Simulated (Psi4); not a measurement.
## Run report: CH4Si, excited-state calculation (part 3 of 3)

Continued. System: CH4Si, multiplicity 3, SMILES [CH][SiH3]. Method: EOM-CCSD/3-21G, ROHF (Psi4 1.11). The geometry comes from this level: GFN2-xTB.

Geometry of the input (Å):
```
C  0.6673  -0.8522  0.7346
Si -0.2589  0.4043  -0.1786
H  1.1379  -1.8135  0.7310
H  -1.5441  -0.1432  -0.6446
H  0.5114  0.8610  -1.3475
H  -0.5136  1.5436  0.7052
```

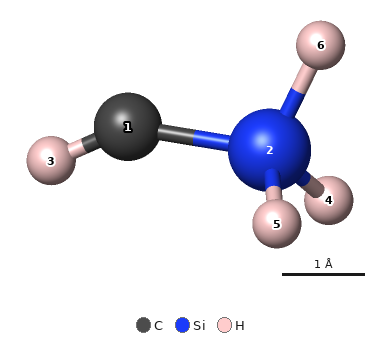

**Figure 1.** The structure as given in the input (ball-and-stick view, seen at a tilt; atoms are numbered from 1 in the order of the input).

### Log, continued
```
Largest components of excited wave function #4:
 RIA (libdpd indices) : (cscf notation)
         6 >   2      :       13a >    16a :    0.2280177964
         5 >   1      :       12a >    15a :    0.1647552675
         3 >   2      :       10a >    16a :   -0.1512132503
         5 >   0      :       12a >    14a :    0.1143104755
         4 >   1      :       11a >    15a :    0.1137623788
 Ria (libdpd indices) : (cscf notation)
         3 >  18      :       10a >    13a :   -0.5975937430
         4 >  17      :       11a >    12a :    0.4419007675
         3 >   2      :       10a >    16a :    0.2450199677
         4 >   1      :       11a >    15a :   -0.1831704186
         2 >  17      :        9a >    12a :   -0.1334202280
 RIjAb (libdpd indices)     : (cscf notation)
        6   3 >   2  18     :    13a    10a >    16a    13a :    0.1997766348
        5   4 >   1  17     :    12a    11a >    15a    12a :   -0.1454552002
        6   4 >   2  17     :    13a    11a >    16a    12a :   -0.0858551227
        5   3 >   1  18     :    12a    10a >    15a    13a :    0.0846274450
        5   3 >   2  17     :    12a    10a >    16a    12a :    0.0778130702
 RIJAB (libdpd indices)     : (cscf notation)
        6   5 >   2   1     :    13a    12a >    16a    15a :    0.0165747391
        4   3 >   2   1     :    11a    10a >    16a    15a :    0.0120473925
        6   5 >   9   2     :    13a    12a >    23a    16a :   -0.0090764685
        6   2 >   2   0     :    13a     9a >    16a    14a :    0.0071730745
        3   2 >   2   0     :    10a     9a >    16a    14a :    0.0071692253
 Rijab (libdpd indices)     : (cscf notation)
        3   2 >  18   0     :    10a     9a >    13a    14a :    0.0471767695
        4   2 >  17   0     :    11a     9a >    12a    14a :   -0.0380941991
        3   2 >  18   8     :    10a     9a >    13a    22a :    0.0295446161
        4   2 >  17   8     :    11a     9a >    12a    22a :   -0.0248041760
        4   3 >  18  17     :    11a    10a >    13a    12a :    0.0180352806

	Putting into environment energy for root of R irrep 1 and root 4.
	Putting into environment CURRENT ENERGY:             -327.1284373436

	Total # of sigma evaluations: 107

    Psi4 run time: 0:00:10.71
```

### Key numbers

- outcome: converged
- total energy: −327.402430 hartree
- SCF energy: −327.262146 hartree
- CCSD energy: −327.402430 hartree
- basis functions: 30
- T1 diagnostic: 0.013
- wall time: 13 s
- peak memory: 0.17 GiB
